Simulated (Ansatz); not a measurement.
Geometry optimisation.

```
crystal:
  lattice:
    - [4.55939217, 0.0, 0.0]
    - [0.0, 4.55939217, 0.0]
    - [0.0, 0.0, 8.92514928]
  atoms:
    - { symbol: Sr, position: [0.25, 0.25, 0.6975] }
    - { symbol: Sr, position: [0.75, 0.75, 0.3025] }
    - { symbol: Cu, position: [0.25, 0.25, 0.0933] }
    - { symbol: Cu, position: [0.75, 0.75, 0.9067] }
    - { symbol: S, position: [0.25, 0.25, 0.3488] }
    - { symbol: S, position: [0.75, 0.75, 0.6512] }
    - { symbol: S, position: [0.75, 0.25, 0.0] }
    - { symbol: S, position: [0.25, 0.75, 0.0] }
kpoints:
  mp_grid: { grid: [4, 4, 2], shift: [0, 0, 0] }
magnetization:
  spin_polarized: true
scf:
  occupations: { method: fermi_dirac }
  lower_state_search: "off"
hamiltonian:
  pseudopotentials: { kind: paw }
  xc: r2scan
basis:
  ecutwfc: 500
output:
  forces: true
  stress: true
  eigenvalues: true
relax:
  max_steps: 40
  cell: {}
```

Run as:
```bash
ansatz run input.yaml --threads 1 --pin off --max-ram 2560MiB --backend cpu --events-out ev --progress --plain --runs-dir out
```

How does the optimisation go?

The optimisation met its thresholds at geometry 6, counting the start as the first. The energy fell by about 55 meV/atom from the first step to the last. The largest force component goes from about 0.35 eV/Å at the start to 3 × 10⁻³ eV/Å at the end. The volume shrinks from 23.2 to 21.1 Å³ per atom (−9 %), as the pressure goes from −5.2 GPa to about 0 GPa.

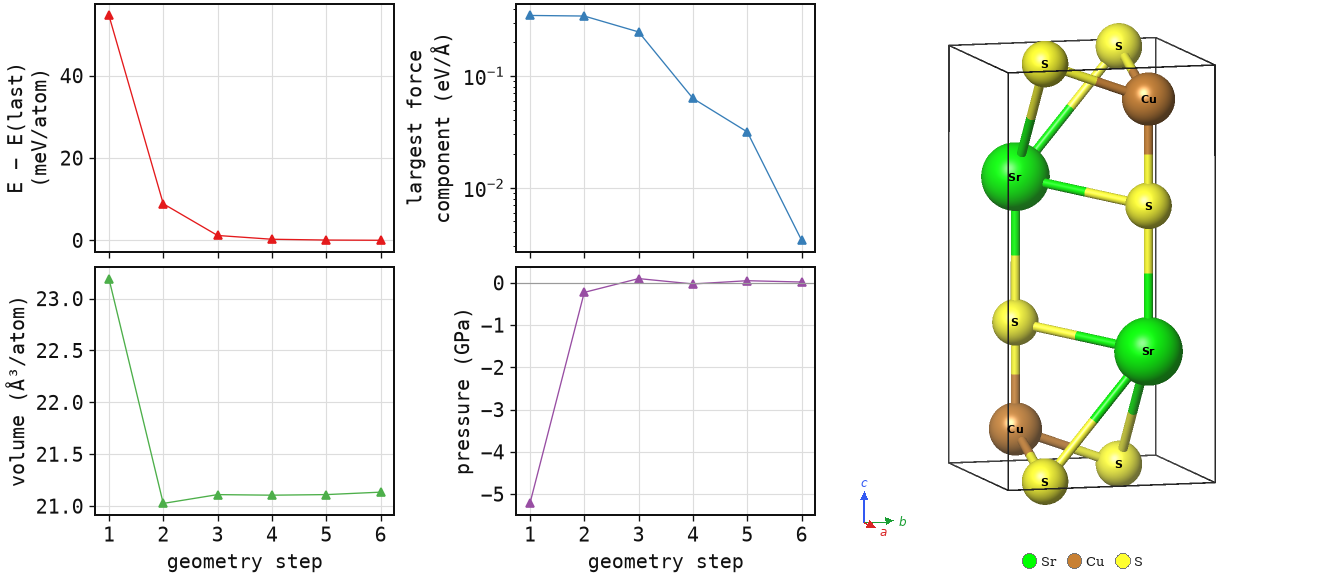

Beside the plot: the structure at the start.

History of the run, step by step. Atoms and cell relax. A closing SCF on a freshly chosen basis isn't drawn.
